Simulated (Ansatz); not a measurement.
```xyz
3

P    -0.4576    0.7813    0.8542
P     0.9662   -0.6988    0.3593
As   -0.5086   -0.0824   -1.2135
```

Geometry: PBE-D4/def2-TZVP.

Method: Ansatz, RKS PBE0-D4/def2-TZVP.

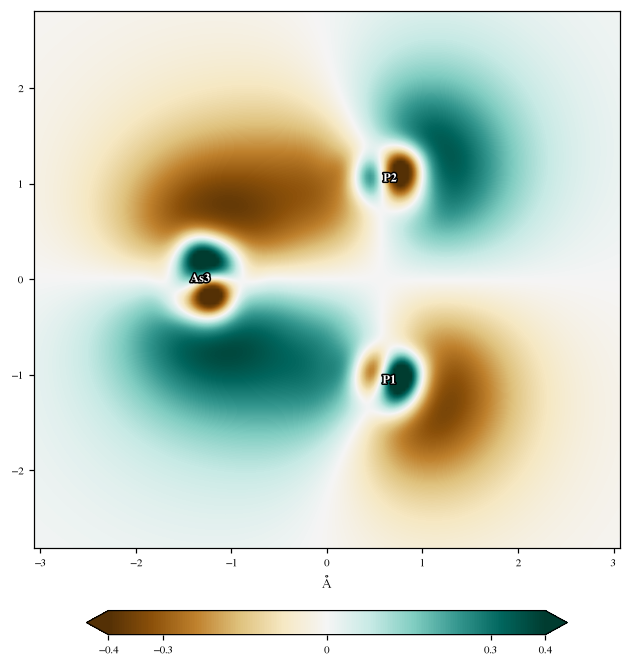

AsP2 (charge +1). One frontier orbital on the molecular plane (values in Å⁻³ᐟ²; the overall sign is arbitrary).

Question: Which orbital is it: HOMO or LUMO?

Answer: The HOMO, at −13.64 eV. Its weight (Hirshfeld) is mainly on As3 (about 45 %), P1 (about 30 %) and P2 (about 30 %); it is symmetric in the molecular plane (an in-plane orbital: σ, lone-pair or in-plane π type).
